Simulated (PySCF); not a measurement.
Property calculation, with input and output: AlBrCl (part 2 of 2)

Continued. System: AlBrCl, multiplicity 2. Method: PBE38/6-31G*, UKS, dispersion D3(0), SS(V)PE solvent methanol (PySCF 2.14.0). The geometry comes from this level: PBE0-D4/def2-TZVP.

Geometry of the input (Å):
```
Cl 0.4399  1.7611  0.4239
Al -0.6481  0.1313  -0.3377
Br 0.1971  -1.9572  -0.0994
```

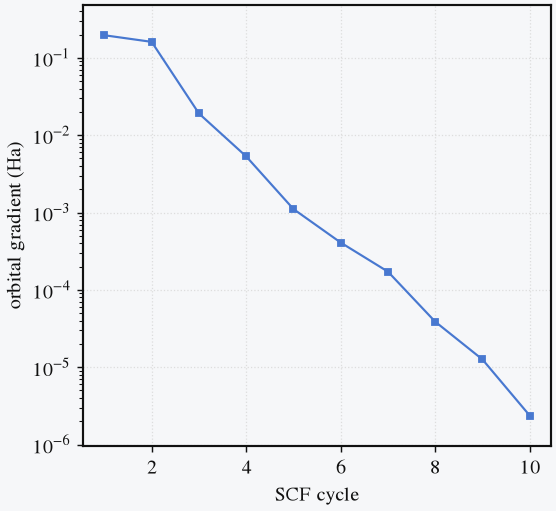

**Figure 1.** Convergence of the self-consistent field: orbital gradient against the SCF cycle. The residual falls at every step.

```
PCM E_diel = -0.00991650444483363
Solvent Energy = -0.00991650444483363
Extra cycle  E= -3276.06607361524  delta_E= -1.91e-11  |g|= 1.1e-06  |ddm|= 7.87e-06
converged SCF energy = -3276.06607361524  <S^2> = 0.75197549  2S+1 = 2.0019745
Final energy -3276.066073615242
**** SCF Summaries ****
Total Energy =                       -3276.066073615242203
Nuclear Repulsion Energy =             245.578057730580781
One-electron Energy =                -5044.572987796706002
Two-electron Energy =                 1522.939475941103638
Two-electron Coulomb Energy =         1660.783290609105507
DFT Exchange-Correlation Energy =     -137.843814668001812
HOMO-LUMO gap [eV] =                     4.264179422462013
Empirical Dispersion Energy =           -0.000702985775556
**** MO energy ****
                             alpha | beta                alpha | beta
MO #1   energy= -484.345300897994  | -484.344881358682  occ= 1 | 1
MO #2   energy= -102.211823458945  | -102.210923343473  occ= 1 | 1
MO #3   energy= -63.0892145542445  | -63.0889534992103  occ= 1 | 1
MO #4   energy= -56.7943944155887  | -56.7934981265184  occ= 1 | 1
MO #5   energy= -56.7927942763572  | -56.7926608996149  occ= 1 | 1
MO #6   energy= -56.7926651471161  | -56.7924186905582  occ= 1 | 1
MO #7   energy= -56.6171605571026  | -56.6136836205355  occ= 1 | 1
MO #8   energy= -9.70189414164097  | -9.70095304452398  occ= 1 | 1
MO #9   energy= -8.97155039982059  | -8.97079605440765  occ= 1 | 1
MO #10  energy= -7.38946163651599  | -7.38681074747444  occ= 1 | 1
MO #11  energy= -7.38486207900882  | -7.38445288753071  occ= 1 | 1
MO #12  energy= -7.38461390469001  | -7.3837481543091   occ= 1 | 1
MO #13  energy= -6.74550122984917  | -6.74366235086335  occ= 1 | 1
MO #14  energy= -6.73943711022606  | -6.73917955927534  occ= 1 | 1
MO #15  energy= -6.73894085718832  | -6.73844652402092  occ= 1 | 1
MO #16  energy= -4.3758100703426   | -4.36925065814807  occ= 1 | 1
MO #17  energy= -2.86850356831515  | -2.8645352759017   occ= 1 | 1
MO #18  energy= -2.86734283427059  | -2.86225914059228  occ= 1 | 1
MO #19  energy= -2.86554160275302  | -2.85939439536156  occ= 1 | 1
MO #20  energy= -2.75280943164999  | -2.75172012864815  occ= 1 | 1
MO #21  energy= -2.75109905414741  | -2.7502558113424   occ= 1 | 1
MO #22  energy= -2.75066238500843  | -2.74970525315288  occ= 1 | 1
MO #23  energy= -2.74596140678199  | -2.74571728918073  occ= 1 | 1
MO #24  energy= -2.74594942457255  | -2.74570109185593  occ= 1 | 1
MO #25  energy= -0.889496367083968 | -0.883408587238216 occ= 1 | 1
MO #26  energy= -0.835241878876757 | -0.828753333186564 occ= 1 | 1
MO #27  energy= -0.479269734839192 | -0.464296823145927 occ= 1 | 1
MO #28  energy= -0.413824851741388 | -0.401618971625172 occ= 1 | 1
MO #29  energy= -0.383286922451669 | -0.379295422820663 occ= 1 | 1
MO #30  energy= -0.381073641342966 | -0.376836216115238 occ= 1 | 1
MO #31  energy= -0.34798292222878  | -0.346465817950095 occ= 1 | 1
MO #32  energy= -0.344748891684767 | -0.341603122876084 occ= 1 | 1
MO #33  energy= -0.246844162737331 | -0.0901384580250495 occ= 1 | 0
MO #34  energy= -0.0403231342871546 | -0.00745261087205851 occ= 0 | 0
MO #35  energy= 0.0353269962494265 | 0.0512641914757426 occ= 0 | 0
MO #36  energy= 0.0455729577879529 | 0.0706746930407931 occ= 0 | 0
MO #37  energy= 0.129465246625587  | 0.142046731801788  occ= 0 | 0
MO #38  energy= 0.187682702396471  | 0.207572802006834  occ= 0 | 0
MO #39  energy= 0.193218452064737  | 0.213634328342003  occ= 0 | 0
MO #40  energy= 0.215248525336029  | 0.228600367929012  occ= 0 | 0
MO #41  energy= 0.298649369321419  | 0.308529163906932  occ= 0 | 0
MO #42  energy= 0.369076287653001  | 0.377912020373635  occ= 0 | 0
MO #43  energy= 0.375085081861741  | 0.380350230097432  occ= 0 | 0
MO #44  energy= 0.389410066751233  | 0.39687577897524   occ= 0 | 0
MO #45  energy= 0.403764677892494  | 0.415472910923526  occ= 0 | 0
MO #46  energy= 0.42062782034639   | 0.446460127037567  occ= 0 | 0
MO #47  energy= 0.433282686968413  | 0.459561617169823  occ= 0 | 0
MO #48  energy= 0.444432889773236  | 0.466981754860836  occ= 0 | 0
MO #49  energy= 0.53545114489581   | 0.541880560708348  occ= 0 | 0
MO #50  energy= 0.548711397030846  | 0.55735430249505   occ= 0 | 0
MO #51  energy= 0.573828443664965  | 0.587342255872058  occ= 0 | 0
MO #52  energy= 0.613250171526165  | 0.620365751437777  occ= 0 | 0
MO #53  energy= 0.619454384238264  | 0.624338668001934  occ= 0 | 0
MO #54  energy= 0.639061286872025  | 0.641807213299451  occ= 0 | 0
MO #55  energy= 0.667158973406278  | 0.674206885292793  occ= 0 | 0
MO #56  energy= 0.766187872740743  | 0.77596213202976   occ= 0 | 0
MO #57  energy= 0.783740071316616  | 0.799107856963169  occ= 0 | 0
MO #58  energy= 0.920258363284368  | 0.922160634079215  occ= 0 | 0
MO #59  energy= 0.921380055355984  | 0.92327785440306   occ= 0 | 0
MO #60  energy= 1.00030980227874   | 1.00783707932687   occ= 0 | 0
MO #61  energy= 1.00744010643723   | 1.01405593995496   occ= 0 | 0
MO #62  energy= 1.08009483307743   | 1.09058707897955   occ= 0 | 0
MO #63  energy= 1.30974629138667   | 1.31666247620227   occ= 0 | 0
MO #64  energy= 4.84910682225705   | 4.84965549312185   occ= 0 | 0
MO #65  energy= 4.84933778203294   | 4.8498760704317    occ= 0 | 0
MO #66  energy= 4.88090826420465   | 4.88281062349372   occ= 0 | 0
MO #67  energy= 4.88533120413854   | 4.88751667695805   occ= 0 | 0
MO #68  energy= 5.047185377167     | 5.04963283183577   occ= 0 | 0

To work with the spin densities directly, `use mulliken_meta_spin()` only printing them here.

 ** Mulliken spin pop alpha/beta on meta-lowdin orthogonal AOs **
 ** Mulliken Spin Density (per AO)  **
spin_pop of  0 Cl 1s        0.00000
spin_pop of  0 Cl 2s       -0.00000
spin_pop of  0 Cl 3s        0.00305
spin_pop of  0 Cl 4s        0.00008
spin_pop of  0 Cl 2px       0.00000
spin_pop of  0 Cl 2py       0.00000
spin_pop of  0 Cl 2pz       0.00000
spin_pop of  0 Cl 3px       0.04269
spin_pop of  0 Cl 3py       0.01316
spin_pop of  0 Cl 3pz       0.01125
spin_pop of  0 Cl 4px       0.00099
spin_pop of  0 Cl 4py       0.00001
spin_pop of  0 Cl 4pz       0.00028
spin_pop of  0 Cl 3dxy     -0.00010
spin_pop of  0 Cl 3dyz     -0.00001
spin_pop of  0 Cl 3dz^2     0.00004
spin_pop of  0 Cl 3dxz     -0.00003
spin_pop of  0 Cl 3dx2-y2    0.00013
spin_pop of  1 Al 1s        0.00001
spin_pop of  1 Al 2s        0.00025
spin_pop of  1 Al 3s        0.51093
spin_pop of  1 Al 4s        0.00305
spin_pop of  1 Al 2px      -0.00000
spin_pop of  1 Al 2py      -0.00000
spin_pop of  1 Al 2pz      -0.00001
spin_pop of  1 Al 3px       0.24074
spin_pop of  1 Al 3py       0.00136
spin_pop of  1 Al 3pz       0.07525
spin_pop of  1 Al 4px       0.00264
spin_pop of  1 Al 4py      -0.00038
spin_pop of  1 Al 4pz       0.00089
spin_pop of  1 Al 3dxy     -0.00028
spin_pop of  1 Al 3dyz      0.00025
spin_pop of  1 Al 3dz^2     0.00037
spin_pop of  1 Al 3dxz     -0.00025
spin_pop of  1 Al 3dx2-y2    0.00134
spin_pop of  2 Br 1s        0.00000
spin_pop of  2 Br 2s        0.00000
spin_pop of  2 Br 3s       -0.00001
spin_pop of  2 Br 4s        0.00193
spin_pop of  2 Br 5s        0.00013
spin_pop of  2 Br 2px       0.00000
spin_pop of  2 Br 2py       0.00000
spin_pop of  2 Br 2pz       0.00000
spin_pop of  2 Br 3px       0.00001
spin_pop of  2 Br 3py       0.00001
spin_pop of  2 Br 3pz       0.00000
spin_pop of  2 Br 4px       0.03890
spin_pop of  2 Br 4py       0.04833
spin_pop of  2 Br 4pz       0.00201
spin_pop of  2 Br 5px       0.00107
spin_pop of  2 Br 5py      -0.00001
spin_pop of  2 Br 5pz       0.00029
spin_pop of  2 Br 3dxy     -0.00000
spin_pop of  2 Br 3dyz     -0.00000
spin_pop of  2 Br 3dz^2    -0.00000
spin_pop of  2 Br 3dxz     -0.00000
spin_pop of  2 Br 3dx2-y2   -0.00000
spin_pop of  2 Br 4dxy     -0.00038
spin_pop of  2 Br 4dyz     -0.00001
spin_pop of  2 Br 4dz^2    -0.00007
spin_pop of  2 Br 4dxz      0.00001
spin_pop of  2 Br 4dx2-y2    0.00012
spin_pop of  2 Br 5dxy      0.00000
spin_pop of  2 Br 5dyz      0.00000
spin_pop of  2 Br 5dz^2    -0.00000
spin_pop of  2 Br 5dxz      0.00000
spin_pop of  2 Br 5dx2-y2    0.00001
 ** Mulliken Spin Density (per atom)  **
spin density of  0 Cl =      0.07154
spin density of  1 Al =      0.83614
spin density of  2 Br =      0.09232
 ** Mulliken pop alpha/beta on meta-lowdin orthogonal AOs **
 ** Mulliken pop       alpha | beta **
pop of  0 Cl 1s        1.00000 | 1.00000
pop of  0 Cl 2s        0.99995 | 0.99995
pop of  0 Cl 3s        0.91787 | 0.91482
pop of  0 Cl 4s        0.00090 | 0.00082
pop of  0 Cl 2px       0.99998 | 0.99998
pop of  0 Cl 2py       0.99998 | 0.99998
pop of  0 Cl 2pz       0.99999 | 0.99998
pop of  0 Cl 3px       0.94402 | 0.90133
pop of  0 Cl 3py       0.89555 | 0.88240
pop of  0 Cl 3pz       0.93821 | 0.92696
pop of  0 Cl 4px       0.00129 | 0.00030
pop of  0 Cl 4py       0.00066 | 0.00065
pop of  0 Cl 4pz       0.00049 | 0.00021
pop of  0 Cl 3dxy      0.00153 | 0.00163
pop of  0 Cl 3dyz      0.00096 | 0.00097
pop of  0 Cl 3dz^2     0.00050 | 0.00046
pop of  0 Cl 3dxz      0.00044 | 0.00047
pop of  0 Cl 3dx2-y2    0.00079 | 0.00066
pop of  1 Al 1s        1.00000 | 0.99999
pop of  1 Al 2s        0.99991 | 0.99967
pop of  1 Al 3s        0.81408 | 0.30315
pop of  1 Al 4s        0.00855 | 0.00550
pop of  1 Al 2px       0.99996 | 0.99997
pop of  1 Al 2py       0.99995 | 0.99996
pop of  1 Al 2pz       0.99996 | 0.99997
pop of  1 Al 3px       0.34738 | 0.10663
pop of  1 Al 3py       0.21076 | 0.20940
pop of  1 Al 3pz       0.17665 | 0.10140
pop of  1 Al 4px       0.00542 | 0.00279
pop of  1 Al 4py       0.00972 | 0.01010
pop of  1 Al 4pz       0.00263 | 0.00173
pop of  1 Al 3dxy      0.00495 | 0.00524
pop of  1 Al 3dyz      0.00416 | 0.00391
pop of  1 Al 3dz^2     0.00249 | 0.00212
pop of  1 Al 3dxz      0.00137 | 0.00162
pop of  1 Al 3dx2-y2    0.00592 | 0.00458
pop of  2 Br 1s        1.00000 | 1.00000
pop of  2 Br 2s        0.99998 | 0.99997
pop of  2 Br 3s        0.99969 | 0.99970
pop of  2 Br 4s        0.94369 | 0.94176
pop of  2 Br 5s        0.00106 | 0.00094
pop of  2 Br 2px       1.00000 | 1.00000
pop of  2 Br 2py       1.00000 | 1.00000
pop of  2 Br 2pz       1.00000 | 1.00000
pop of  2 Br 3px       0.99996 | 0.99996
pop of  2 Br 3py       0.99995 | 0.99994
pop of  2 Br 3pz       0.99996 | 0.99996
pop of  2 Br 4px       0.95188 | 0.91299
pop of  2 Br 4py       0.85156 | 0.80323
pop of  2 Br 4pz       0.94699 | 0.94498
pop of  2 Br 5px       0.00140 | 0.00034
pop of  2 Br 5py       0.00109 | 0.00110
pop of  2 Br 5pz       0.00050 | 0.00021
pop of  2 Br 3dxy      0.99995 | 0.99996
pop of  2 Br 3dyz      0.99996 | 0.99996
pop of  2 Br 3dz^2     0.99996 | 0.99996
pop of  2 Br 3dxz      0.99997 | 0.99997
pop of  2 Br 3dx2-y2    0.99995 | 0.99996
pop of  2 Br 4dxy      0.00158 | 0.00196
pop of  2 Br 4dyz      0.00087 | 0.00088
pop of  2 Br 4dz^2     0.00085 | 0.00092
pop of  2 Br 4dxz      0.00017 | 0.00016
pop of  2 Br 4dx2-y2    0.00189 | 0.00178
pop of  2 Br 5dxy      0.00005 | 0.00005
pop of  2 Br 5dyz      0.00003 | 0.00002
pop of  2 Br 5dz^2     0.00002 | 0.00002
pop of  2 Br 5dxz      0.00001 | 0.00001
pop of  2 Br 5dx2-y2    0.00004 | 0.00004
In total            33.00000 | 32.00000
 ** Mulliken atomic charges   ( Nelec_alpha | Nelec_beta ) **
charge of  0Cl =     -0.33468  (     8.70311      8.63157 )
charge of  1Al =      0.64840  (     6.59387      5.75773 )
charge of  2Br =     -0.31372  (    17.70302     17.61070 )
Dipole moment(X, Y, Z, Debye): -2.18473,  0.36590, -1.14541
Traceless quadrupole moment (Debye*A):
```

Results in brief

- outcome: converged
- total energy: −3276.066074 hartree
- dispersion energy: −0.000703 hartree
- solvation energy: −0.009917 hartree
- basis functions: 68
- ⟨S²⟩: 0.752
- dipole moment: 2.49 D
- hardware: 1 thread of Arm Neoverse V1, 24 GiB of memory available, shared host
- wall time: 14 s
- peak memory: 0.33 GiB

The record of the run, not the program, notes: logged alpha LUMO and gap are faulty.
